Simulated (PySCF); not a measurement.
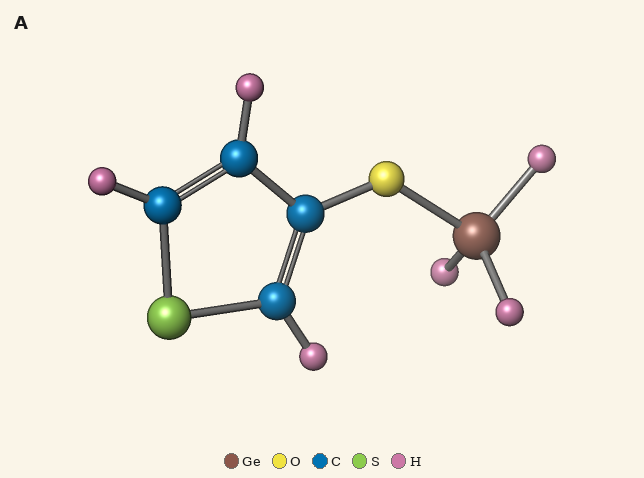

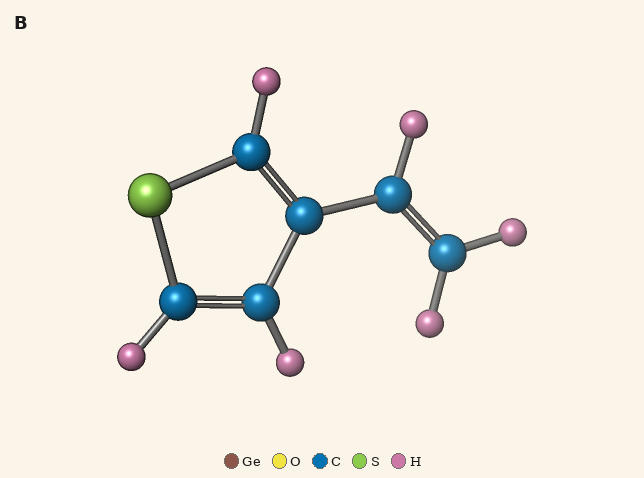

Two related species, optimised with GFN2-xTB; properties computed with PySCF 2.14.0. Both: charge 0, singlet.

Question. Identify both.

Answer. A is C4H6GeOS, B is C6H6S (C=Cc1ccsc1).

Compare them. With CAM-B3LYP/def2-SVPD: dipole moment (D), HOMO–LUMO gap (eV), HOMO energy (Kohn–Sham orbital) (eV), lowest vertical singlet excitation (eV), mean static polarisability (bohr³). With GFN2-xTB: mean S–C length (Å).

```tsv
quantity	A	B
dipole moment (D)	1.35	0.32
HOMO–LUMO gap (eV)	8.33	7.92
HOMO energy (Kohn–Sham orbital) (eV)	−7.56	−7.65
lowest vertical singlet excitation (eV)	5.42	5.39
mean static polarisability (bohr³)	94.4	90.0
mean S–C length (Å)	1.719	1.718
```

Each is one conformer, and no frequency run is at hand to confirm it as a minimum.

The geometry is semi-empirical. Around Ge such bond lengths and angles can be off by a tenth of an ångström or more and by several degrees, and values that hang on the shape move with them.
